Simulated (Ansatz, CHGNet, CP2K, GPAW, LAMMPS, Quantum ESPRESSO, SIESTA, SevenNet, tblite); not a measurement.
## Glassy 76SiO2-24K2O (mol %) (114 atoms) in tblite

Aim: run glassy 76SiO2-24K2O (mol %) (114 atoms) in tblite and see how near its forces come to a plane-wave reference, and at what cost.

Calculated with tblite 0.8.0; the method is named at each step.

## Step 1: The structure

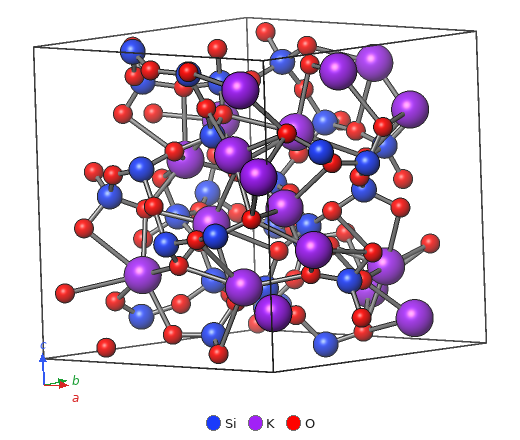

The cell as given, from a free direction (silicon blue, potassium purple, oxygen red). Bonds to atoms that aren't drawn are left out. Some periodic images of atoms are drawn too.

The cell holds 114 atoms: 29 Si, 18 K and 67 O. Cell: a = 12.299 Å, b = 12.299 Å, c = 12.299 Å, α = 90.0°, β = 90.0°, γ = 90.0°. 114 atoms (29 Si, 18 K, 67 O) placed at random at 2.38 g/cm³, melted at 4000 K for 10 ps at fixed volume with the Morse and Coulomb pair potential with partial charges (Pedone, Malavasi, Menziani, Cormack and Segre, J. Phys. Chem. B 110, 11780 (2006)). Quenched from 4000 K to 300 K at 25 K/ps and fixed volume, held 10 ps at zero pressure, then minimised at fixed cell.

The yardstick, on the same geometry:

* method: Kohn-Sham DFT, PBE, SSSP efficiency 1.3.0 pseudopotentials, plane waves (Quantum ESPRESSO 7.5); sssp-pbe-1.3.0-efficiency, cutoffs 60/480 Ry, Γ point
* r.m.s. force component: 1.009 eV/Å
* longest force: 3.909 eV/Å
* pressure: 4.747 GPa
* gap (highest filled to lowest empty level): 2.138 eV
* time: 8.2 min on 4 MPI ranks of Arm Neoverse V1, shared host
* CPU time: 33 min

## Step 2: GFN1-xTB

Method: GFN1-xTB tight binding, diagonalisation.

run.py

```python
import numpy as np
from ase.io import read
from tblite.ase import TBLite

atoms = read("structure.xyz")
atoms.calc = TBLite(method="GFN1-xTB", electronic_temperature=580, accuracy=1.0, max_iterations=250, mixer_damping=0.4, verbosity=1)
energy = atoms.get_potential_energy()
forces = atoms.get_forces()
print(f"energy {energy:.6f} eV")
print("forces (eV/A)")
for i, (a, f) in enumerate(zip(atoms, forces)):
    print(f"{i:4d} {a.symbol:2s} {f[0]:10.5f} {f[1]:10.5f} {f[2]:10.5f}")
stress = -atoms.get_stress(voigt=False) * 160.21766
print("stress (GPa, compression positive)")
for row in stress:
    print(" ".join(f"{x:10.4f}" for x in row))
print("charges (e)")
print(np.array2string(atoms.get_charges(), precision=4, suppress_small=True, max_line_width=110, threshold=100000))
```

structure.xyz

```xyz
114
Lattice="12.29903 0.00000 0.00000 0.00000 12.29903 0.00000 0.00000 0.00000 12.29903" Properties=species:S:1:pos:R:3 pbc="T T T"
Si 7.18288 7.78406 4.81458
Si 1.47441 12.01418 4.17466
Si 0.12373 9.59706 5.64181
Si 4.50034 1.15008 7.55948
Si 4.66281 5.68018 10.55478
Si 1.98666 4.07688 10.63030
Si 3.60657 1.82800 12.09634
Si 6.17141 6.29784 2.45452
Si 4.65297 8.59788 6.29870
Si 12.18920 3.26355 8.38019
Si 1.93144 2.03069 6.29637
Si 1.43357 12.10581 1.01319
Si 6.61528 1.76257 11.34733
Si 9.10239 0.34154 5.18724
Si 11.92883 6.18100 7.65565
Si 5.11787 8.78557 11.10811
Si 1.00176 4.62493 1.26409
Si 5.98151 0.84396 4.68507
Si 6.15788 3.52146 8.74154
Si 5.50209 3.93138 0.80448
Si 4.35841 10.59291 3.89867
Si 7.83559 7.84186 0.16727
Si 11.08081 5.84720 3.00576
Si 5.53124 10.68798 8.55188
Si 3.17721 9.46865 1.25475
Si 2.99346 6.71589 2.58390
Si 9.82151 8.20198 6.32650
Si 8.69025 10.68491 7.77188
Si 1.16730 6.70691 5.02920
K 7.38003 10.94257 2.04533
K 11.78813 0.04711 7.67127
K 9.25219 4.21365 5.93896
K 11.87065 3.01892 4.52408
K 3.17069 5.11898 7.50462
K 8.04627 3.02101 2.87834
K 11.09938 1.38967 2.15184
K 8.88507 1.74351 8.25277
K 7.75442 6.59892 8.65667
K 8.34046 10.61615 11.03666
K 10.39539 0.66415 10.98143
K 9.56286 9.60837 3.15716
K 3.07008 2.55869 3.19603
K 11.38767 9.32549 9.44959
K 2.09895 8.38314 8.71485
K 5.20839 4.31020 5.12341
K 10.83557 5.85680 11.25878
K 11.52973 9.04766 1.25438
O 7.18190 3.90002 7.65811
O 2.53803 8.12954 1.92037
O 7.57128 0.89820 4.92515
O 1.14861 4.46147 11.94371
O 4.87435 9.81204 7.37782
O 12.29829 5.93662 4.16999
O 6.62869 2.95792 0.19580
O 10.14621 4.63932 3.34509
O 2.03512 10.55872 0.96916
[... 54 atom lines left out ...]
O 11.98627 5.51095 1.62126
O 2.48354 6.51922 4.10173
O 10.70188 7.02914 6.98819
O 0.89193 3.26785 1.99662
```

Run with:

```bash
> OMP_NUM_THREADS=1 python run.py > output.txt
```

Log:

```text
------------------------------------------------------------
  cycle        total energy    energy error   density error
------------------------------------------------------------
      1     -358.8290280674  -3.6096553E+02   1.0121628E+00
      2      72.61121590156   4.3144024E+02   1.1758943E+00
      3     -266.7640701890  -3.3937529E+02   7.7982104E-01
      4     -311.8927236274  -4.5128653E+01   4.7377715E-01
      5     -374.8960349231  -6.3003311E+01   1.7858370E-01
      6     -384.4881810905  -9.5921462E+00   9.1103015E-02
      7     -382.3108916268   2.1772895E+00   8.4189451E-02
      8     -384.9543613202  -2.6434697E+00   3.1779087E-02
      9     -385.1784186503  -2.2405733E-01   1.8806996E-02
     10     -385.2647419974  -8.6323347E-02   5.1951645E-03
     11     -385.2710914896  -6.3494922E-03   2.3164699E-03
     12     -385.2726825989  -1.5911093E-03   9.5553157E-04
     13     -385.2719446603   7.3793860E-04   1.3893694E-03
     14     -385.2728289883  -8.8432797E-04   2.3790070E-04
     15     -385.2728418653  -1.2876982E-05   1.0899437E-04
     16     -385.2728429882  -1.1229773E-06   6.4559128E-05
     17     -385.2728444743  -1.4860337E-06   3.5335691E-05
     18     -385.2728445767  -1.0239160E-07   1.4235848E-05
------------------------------------------------------------
 total:                                   6.885 sec
energy -10483.808098 eV
forces (eV/A)
   0 Si   -0.96692    1.71246   -0.28021
   1 Si    0.96782    0.09575    0.23471
   2 Si   -0.01864   -0.16050    1.30124
   3 Si    0.45432    0.18034   -0.44609
   4 Si    0.17388   -0.53160    0.20238
   5 Si    0.68244   -0.08653    0.22331
   6 Si    1.31273    0.93888   -0.19848
   7 Si   -0.73038    0.15184    0.03078
   8 Si    0.12610   -0.34351    0.23260
   9 Si    0.40217    0.21733   -0.56371
  10 Si    0.71113    0.88847   -0.70234
  11 Si    0.81587   -0.34717    0.54227
  12 Si   -1.76251    1.11733   -0.37742
  13 Si    0.27437    0.32883    0.64490
  14 Si    0.55063    0.47953   -0.10229
  15 Si    0.09020   -0.16564   -0.15990
  16 Si   -0.08638   -0.16483    0.58546
  17 Si   -0.27504    0.57988   -0.26705
  18 Si   -0.28382   -0.02225    0.25594
  19 Si   -0.92388   -0.32028   -1.08517
  20 Si   -0.15358   -0.04825    0.19627
  21 Si    0.10538   -0.28057   -0.86375
  22 Si    0.56301   -0.38388    0.06712
  23 Si    0.10514   -0.21440   -0.71102
[...]
106 O     1.66421    0.95015    2.37054
 107 O     0.91832   -0.90338    1.69249
 108 O     0.50773   -2.24396    0.65519
 109 O     0.96155    1.74350    0.81918
 110 O    -0.51330    0.53886   -1.27566
 111 O     1.07811   -0.30814    1.01500
 112 O    -0.79433   -0.69994    0.21027
 113 O    -0.04516   -2.16092    0.90955
stress (GPa, compression positive)
    8.6559    -1.4542     0.0739
   -1.4542     6.4835     0.9728
    0.0739     0.9728     7.5222
charges (e)
[ 0.7386  0.7579  0.7441  0.7668  0.7667  0.7589  0.7661  0.7772  0.7232  0.7298  0.7342  0.7279  0.7233
  0.6819  0.7405  0.7531  0.7143  0.7106  0.7236  0.7807  0.7699  0.6944  0.6793  0.7542  0.7603  0.7747
  0.7723  0.7274  0.781   0.3505  0.4039  0.4172  0.4025  0.3822  0.3913  0.3991  0.4126  0.3976  0.3947
  0.4086  0.372   0.3721  0.4187  0.3632  0.3865  0.3786  0.3693 -0.5848 -0.3616 -0.3971 -0.3725 -0.364
 -0.3983 -0.3907 -0.6009 -0.3815 -0.362  -0.5897 -0.3633 -0.395  -0.3568 -0.336  -0.386  -0.3748 -0.3547
 -0.3604 -0.6009 -0.3805 -0.3446 -0.3247 -0.3701 -0.3649 -0.3467 -0.3685 -0.3514 -0.3979 -0.3693 -0.3784
 -0.5755 -0.3319 -0.3744 -0.3652 -0.3716 -0.5897 -0.4011 -0.3839 -0.3549 -0.3413 -0.3509 -0.5915 -0.5724
 -0.3636 -0.5814 -0.3797 -0.3693 -0.3483 -0.3536 -0.3601 -0.3769 -0.574  -0.567  -0.3498 -0.5749 -0.5597
 -0.5904 -0.5661 -0.6103 -0.3742 -0.378  -0.6203 -0.4193 -0.3443 -0.377  -0.5829]
```

Wall time 7.7 s (1 thread of Arm Neoverse V1, shared host); peak memory 0.15 GiB.

Banners, paths, timers and routine set-up lines are dropped from the logs unmarked, and long logs keep their key lines alone; longer cuts are marked.

Compared with the plane-wave run:

- r.m.s. force component: 1.22 eV/Å
- r.m.s. difference of force components: 930.2 meV/Å
- longest difference of force vectors: 8550 meV/Å
- force difference over r.m.s. force: 92.21 %
- slope of forces against the reference's: 0.8058
- correlation of force components: 0.6664
- pressure: 7.554 GPa
- pressure difference: 2.807 GPa

Length of the force difference by element (eV/Å):

```
element  atoms  mean  most
      K     18   2.5   8.6
      O     67  0.29  0.56
     Si     29   1.4   2.4
```

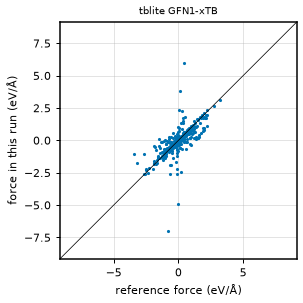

Force components against those of the reference; the line marks equality. Points beyond the frame are left out.

Local excerpt of 10 atoms (numbers count through the whole input) about O108, which has 4 bonded neighbours where the commonest count for O is 3; x, y, z are measured from there.

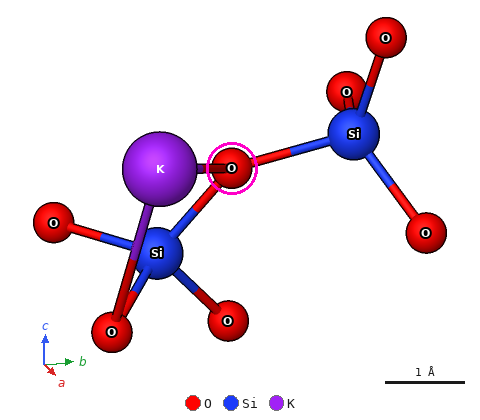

The atoms of the table, within 2.8 Å (arrows a, b, c point along x, y, z); some may hide others; the central atom is ringed.

```
atom      x      y      z  distance (Å)  bonds  Mulliken charge (e)     Fx     Fy  Fz (eV/Å)
O108   0.00   0.00   0.00          0.00      4                -0.37   0.92  -0.90       1.69
Si20  -0.51  -0.79  -1.26          1.57      4                 0.78  -0.92  -0.32      -1.09
 Si8   0.16   1.58   0.39          1.63      4                 0.78  -0.73   0.15       0.03
O102  -1.42   2.03   0.39          2.50      2                -0.35   0.16   0.03       0.25
 O73  -0.89   0.34  -2.39          2.57      2                -0.35   0.30   0.49       0.14
 O70   1.06   2.29  -0.70          2.62      2                -0.32   0.32   0.12       0.18
 O54   0.61  -1.76  -1.87          2.64      3                -0.39   1.77   0.00       0.60
O109   0.71   1.77   1.87          2.67      3                -0.38   0.51  -2.24       0.66
 K35   2.03  -1.70   0.81          2.77      5                 0.39  -0.75   0.06      -0.29
 O64  -1.83  -1.73  -1.22          2.80      3                -0.37  -0.67  -0.23       1.58
```

Atoms are counted from 1 here, from 0 in the log.

Forces lie 92 % from the reference's, at 0.0038 times its CPU time (on 1 against 4 cores).

## Step 3: Results

```
force difference from the reference : tblite GFN1-xTB, 92 %
its CPU time                        : 7.5 s
```

In words: Tight binding differs by 92 % (tblite GFN1-xTB); it is another model, with fitted parameters of its own, and the xTB methods hold dispersion. One electronic-structure run takes under half the reference's CPU time: tblite GFN1-xTB, at 92 % in 7.5 s against 33 min, too far off to be of use; its pressure misses by +2.8 GPa. Periodic xTB results under one method name differ between programs and library versions. The reference's pressure holds the uncorrected Pulay stress of its 60 Ry basis, so small pressure differences, and their order, may be the reference's own error. The quench rate of 25 K/ps is many orders above laboratory rates, so the cell is likely richer in defects and strain than a real sample. The network of bonds at the start is that of the classical potential that made the cell, and needn't be the one that DFT or experiment would give. The reference's pressure of 4.7 GPa belongs to a cell and atoms that aren't relaxed at this level. The electronic-structure runs sample only Γ, in a cell whose shortest periodic width is 12 Å.

[Also dropped from logs without a mark: logging warnings of Python, and SIESTA's first energy breakdown and zero terms.]

[Logs are printed without paths, hosts, clocks, repeated set-up lines and the standing remarks that a program may print on its own settings, such as how far it seeks lower states.]

[Hosts, paths, dates, database ids (printed as entryN), source tags and the programs' standing remarks are cut or masked in the printed files.]
